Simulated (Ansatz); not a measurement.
# Two structures of Ti: comparison of enthalpies under pressure in Python

At what pressure does Ti change structure? The task is a comparison of enthalpies under pressure, for two structures of Ti.

Program: the Python package of Ansatz 0.2.0. Level of theory: DFT LDA, plane waves, PAW. These are calculated values, not measurements.

## 1. The structure

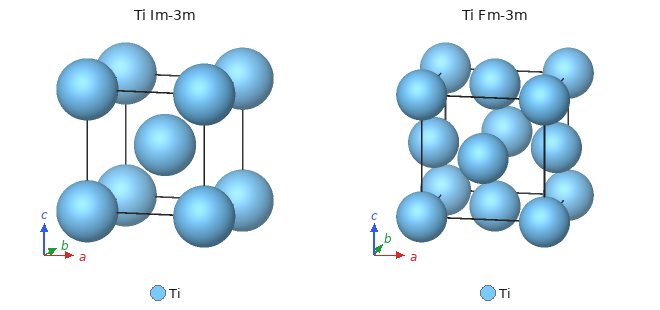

The starting structures, one conventional cell each, each at its own scale.

The script holds or builds the structure itself.

## 2. Script

File run_transition.py:

```python
"""Pressure at which two phases of Ti cross."""

import warnings

import ansatz as az
import numpy as np

SETTINGS = {
    "ecut": 460,
    "kspacing": 0.3,
    "occupations": "cold",
    "width_ev": 0.1,
}


def ground_state(name, crystal, pressure=0.0):
    calc = (
        crystal.calculation()
        .functional(az.Functional.LDA)
        .basis(SETTINGS["ecut"])
        .kpoints(spacing=SETTINGS["kspacing"])  # sampling of the Brillouin zone
        .occupations(SETTINGS["occupations"], width=SETTINGS["width_ev"])  # smearing steadies the SCF of a metal
    )
    calc = calc.relax(force_tolerance=0.03, cell=True, pressure=pressure)
    return calc.run(threads=1, backend="cpu")


def volume_per_atom(outcome):
    return abs(np.linalg.det(outcome.lattice.cell_ang)) / len(outcome.lattice.sites)

warnings.simplefilter("ignore")

phases = {}
im_3m = (
    az.Lattice.bcc(3.282)
    .space_group(229)
    .atom("Ti", (0.0, 0.0, 0.0))
    .primitive()
)
phases["Im-3m"] = im_3m
fm_3m = (
    az.Lattice.from_parameters(2.870854, 2.870854, 2.870854, alpha=60.0, beta=60.0, gamma=60.0)
    .atom("Ti", (0.0, 0.0, 0.0))
)
phases["Fm-3m"] = fm_3m

# H = E + PV, with 1 eV per cubic angstrom equal to 160.2 GPa
pressures = [0, 10, 20, 30]
enthalpy, volume = {name: [] for name in phases}, {name: [] for name in phases}
for p in pressures:
    for name, crystal in phases.items():
        o = ground_state(name, crystal, pressure=p)
        volume[name].append(volume_per_atom(o))
        enthalpy[name].append(o.report["energy_sigma0_ev"] / len(o.lattice.sites) + p * volume[name][-1] / 160.21766)
gap = np.array(enthalpy["Fm-3m"]) - np.array(enthalpy["Im-3m"])
rows = [(p, va, vb, 1000 * d) for p, va, vb, d in zip(pressures, volume["Im-3m"], volume["Fm-3m"], gap)]
print("   P (GPa)  V Im-3m (A^3/atom)  V Fm-3m (A^3/atom)  H(Fm-3m) - H(Im-3m) (meV/atom)")
for row in rows:
    print(f"{row[0]:10d}  {row[1]:18.3f}  {row[2]:18.3f}  {row[3]:+30.1f}")
crossings = [p0 - g0 * (p1 - p0) / (g1 - g0) for p0, p1, g0, g1 in zip(pressures, pressures[1:], gap, gap[1:]) if g0 * g1 < 0]
print("crossing near", [round(float(p), 1) for p in crossings], "GPa") if crossings else print("no crossing in this range")
```

## 3. Launch

Command:

```sh
$ python run_transition.py
```

Output:

```text
   P (GPa)  V Im-3m (A^3/atom)  V Fm-3m (A^3/atom)  H(Fm-3m) - H(Im-3m) (meV/atom)
         0              15.838              16.071                           -26.5
        10              14.710              14.924                           -14.0
        20              13.781              14.056                            +0.5
        30              13.081              13.354                           +19.2
crossing near [19.6] GPa
```

Wall time 17 s (1 thread of Arm Neoverse V2, shared host); peak memory 0.35 GiB.

## 4. What each run gave

One row for each of the 8 runs:

```tsv
run	space group at the end	pressure asked (GPa)	energy from run 2 (meV/atom)	final volume (Å³/atom)	pressure (GPa)	SCF cycles in all	CPU time (s)
1	Im-3m	0	26.47	15.84	-0.03	21	2.1
2	Fm-3m	0	0.00	16.07	0.00	22	1.8
3	Im-3m	10	61.61	14.71	10.02	22	2.1
4	Fm-3m	10	34.19	14.92	9.98	21	1.7
5	Im-3m	20	148.12	13.78	20.00	25	2.5
6	Fm-3m	20	114.42	14.06	19.99	22	1.7
7	Im-3m	30	255.53	13.08	30.01	26	2.5
8	Fm-3m	30	223.63	13.35	30.01	25	2
```

Energies are extrapolated to zero smearing width, as in the script. 

Enthalpy H = E + pV of the second structure less the first:

```tsv
pressure (GPa)	ΔH (meV/atom)
0	-26.5
10	-14.0
20	0.5
30	19.2
```

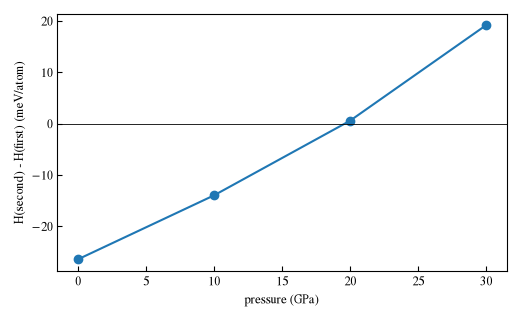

Enthalpy difference against pressure.

## 5. The relaxation of run 1, step by step

Relaxation path:

| step | E - E(step 1) (eV/cell) | largest force component (eV/Å) | pressure (GPa) | volume (Å³) |
| --- | --- | --- | --- | --- |
| 1 | 0.0000 | 0.0000 | -11.06 | 17.68 |
| 2 | -0.0594 | 0.0000 | 5.20 | 15.21 |
| 3 | -0.0690 | 0.0000 | -0.68 | 15.92 |
| 4 | -0.0692 | 0.0000 | -0.03 | 15.84 |
| 5 | -0.0691 | 0.0000 | -0.03 | 15.84 |

Step 1 is the start.

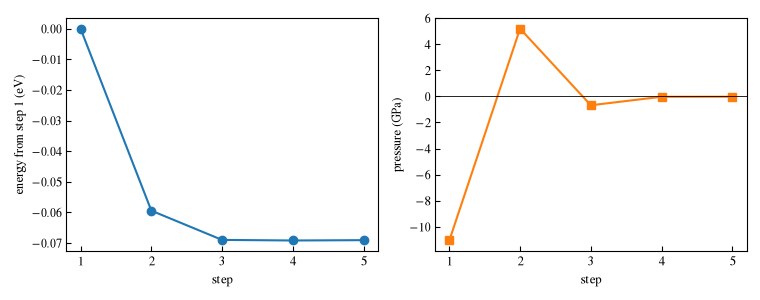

Energy and pressure along the relaxation.

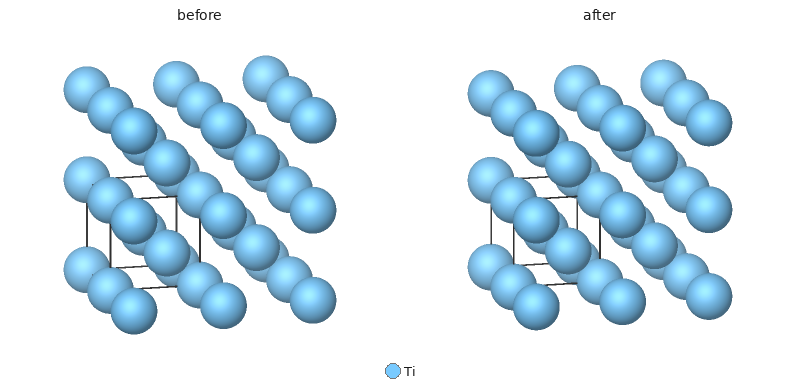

The structure before (left) and after (right) the relaxation, drawn at the same scale. The change is too small to see at this scale.

Lengths and angles in the start's conventional setting:

«Before» is this run's own start, a guessed cell, not the cell at zero pressure.

|  | before | after | change |
| --- | --- | --- | --- |
| a (Å) | 3.282 | 3.164 | -3.6 % |
| b (Å) | 3.282 | 3.164 | -3.6 % |
| c (Å) | 3.282 | 3.164 | -3.6 % |
| volume (Å³/atom) | 17.68 | 15.84 | -10.4 % |
| shortest distance (Å) | 2.842 | 2.740 | -3.6 % |
| space group (0.01 Å) | Im-3m | Im-3m | same |

Forces and stress were held to the start's 48 operations: a distortion of lower symmetry was not tested.

## 6. Path of the relaxation of run 6

Relaxation path:

| step | E - E(step 1) (eV/cell) | largest force component (eV/Å) | pressure (GPa) | volume (Å³) |
| --- | --- | --- | --- | --- |
| 1 | 0.0000 | 0.0000 | -4.58 | 16.73 |
| 2 | 0.0657 | 0.0000 | 15.68 | 14.40 |
| 3 | 0.1129 | 0.0000 | 20.88 | 13.99 |
| 4 | 0.1041 | 0.0000 | 19.98 | 14.06 |
| 5 | 0.1043 | 0.0000 | 19.99 | 14.06 |

Step 1 is the start.

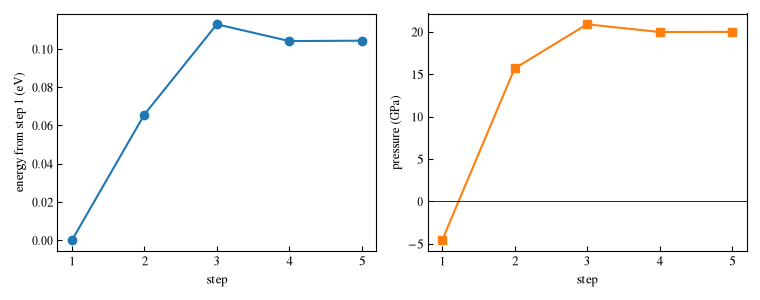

Energy and pressure along the relaxation.

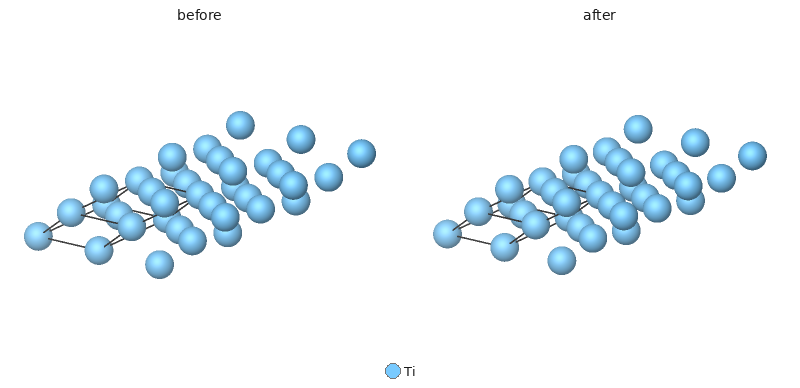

The structure before (left) and after (right) the relaxation, drawn at the same scale.

Lengths and angles in the start's conventional setting:

«Before» is this run's own start, a guessed cell, not the cell at zero pressure.

|  | before | after | change |
| --- | --- | --- | --- |
| a (Å) | 4.060 | 3.831 | -5.6 % |
| b (Å) | 4.060 | 3.831 | -5.6 % |
| c (Å) | 4.060 | 3.831 | -5.6 % |
| volume (Å³/atom) | 16.73 | 14.06 | -16.0 % |
| shortest distance (Å) | 2.871 | 2.709 | -5.6 % |
| space group (0.01 Å) | Fm-3m | Fm-3m | same |

Forces and stress were held to the start's 48 operations: a distortion of lower symmetry was not tested.

Under a set pressure the enthalpy E + pV is minimised, so E itself may rise.

## 7. Results

| quantity | value |
| --- | --- |
| runs compared | 8 |
| crossing of the enthalpies | near 20 GPa |

In words: The order turns near 20 GPa, to Im-3m, the denser one there. Temperature and kinetics are left out, and mesh and smearing can move the crossing. In run 1, over 3 moves the cell shrank by 10.4 % in volume, and the space group stayed Im-3m. In run 6, the volume shrank by 16.0 % over 3 moves under the 20 GPa asked, and the space group stayed Fm-3m. Caveats:
- At a fixed pressure a relaxation lowers the enthalpy F + PV, while F alone can rise.
- For the metals among these phases the mesh is modest: their energies are good to some meV an atom at best.
- The cells come from databases of deposited and of computed structures, and not all need be stable phases.
- Only these two structures are compared, at zero temperature and with their symmetry kept; either may be hypothetical, and another phase may be lower than both. Differences under a few tens of meV an atom lie within the error of mesh and functional.
